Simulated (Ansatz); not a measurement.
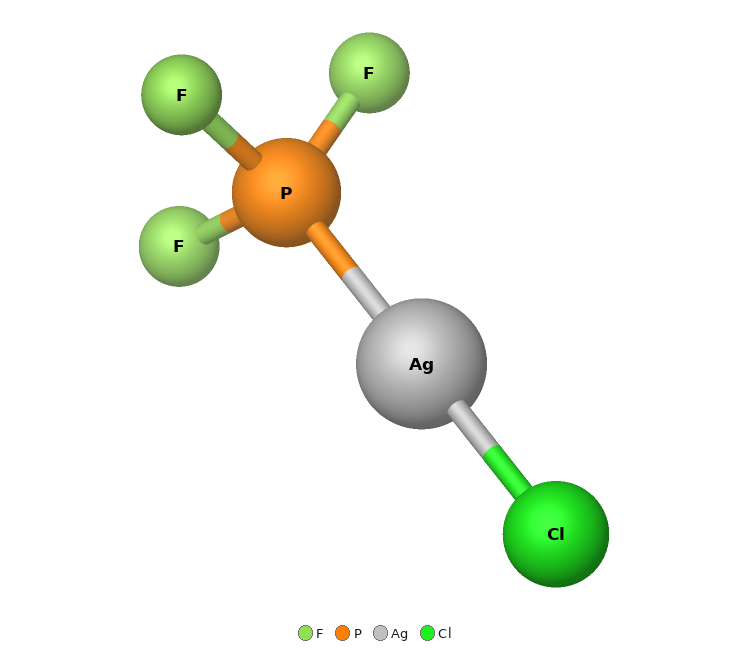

Rendered structure (ball-and-stick style). Every bond is drawn as one stick, whatever its order.

Charge 0, singlet. The geometry was computed by an optimisation with PBE0-D4/def2-TZVP.

**What is the molecular formula?**

AgPClF3, 6 atoms: 1 silver, 1 phosphorus, 1 chlorine and 3 fluorine.

**How many sets of symmetry-equivalent atoms are there?**

4: 3 F, 1 P, 1 Ag, 1 Cl.

**What is its SMILES?**

F[P+](F)(F)[Ag-][Cl]

More results for the same structure follow; atom numbers are the same in all pictures, views and colours differ.

**Shape**

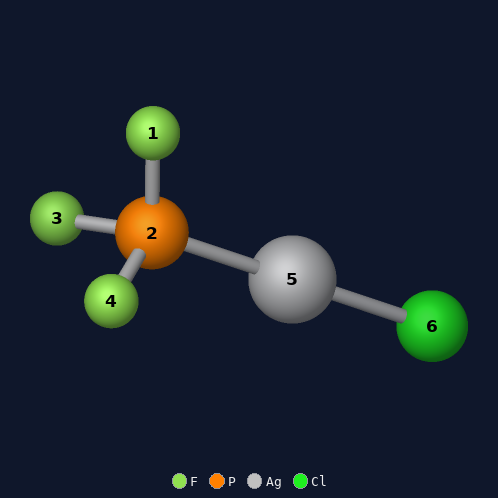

**What is the geometry at Ag5?**

Ag5 has 2 neighbours (P2 at 2.27, Cl6 at 2.26 Å); the arrangement is linear.

**Describe the coordination of atom 2.**

P2 has 4 neighbours (F1 at 1.55, F3 at 1.55, F4 at 1.55, Ag5 at 2.27 Å); the arrangement is tetrahedral.

**Vibrations**

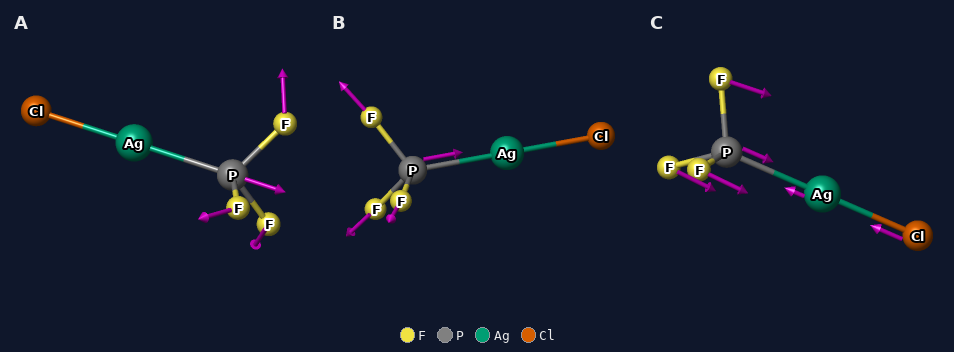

3 normal modes of one molecule or complex, as arrows. Harmonic vibrations computed with RKS PBE0-D4/def2-TZVP, core potentials on Ag (Ansatz 0.2.0) at a stationary point of the same level.

**Match the panels to the wavenumbers 194 cm⁻¹, 510 cm⁻¹, 927 cm⁻¹.**

A: 510 cm⁻¹
B: 927 cm⁻¹, in-phase stretching of 3 F–P bonds
C: 194 cm⁻¹, Ag–P stretching

**Charges**

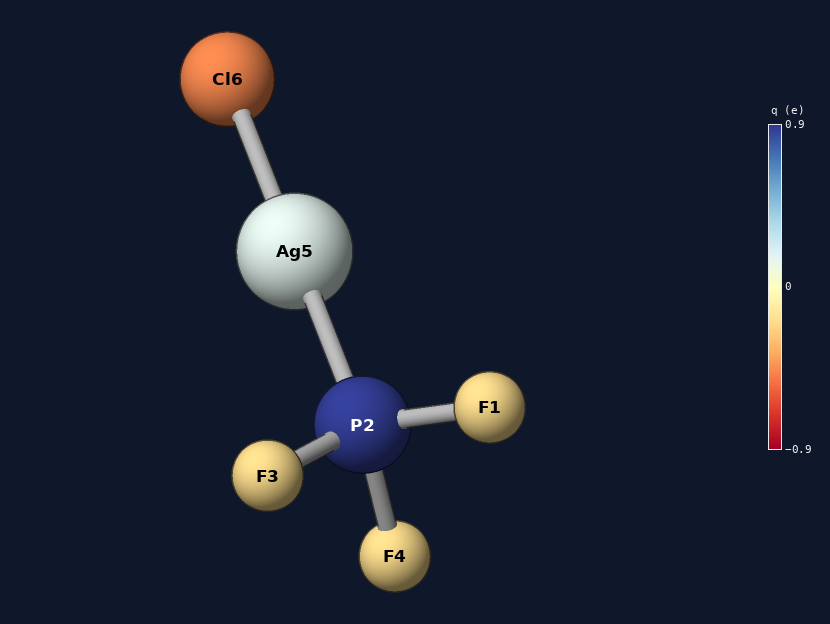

Atoms are coloured by their Mulliken charges. Level of theory: RKS PBE0-D4/def2-TZVP, core potentials on Ag (Ansatz 0.2.0).

Give the Mulliken charges atom by atom.

```
atom  value (e)
  F1      −0.19
  P2       0.87
  F3      −0.19
  F4      −0.19
 Ag5       0.15
 Cl6      −0.46
```

**Electronic properties**

Method: RKS ωB97M-V/def2-TZVPP, core potentials on Ag (Ansatz 0.2.0).

**What is the HOMO energy (Kohn–Sham orbital)?**

−9.86 eV.

**Give the dipole moment at this level.**

5.90 D.

**Estimate the LUMO energy (Kohn–Sham orbital).**

−0.05 eV.

Mulliken values depend strongly on the basis set and can even reverse the polarity of a bond.
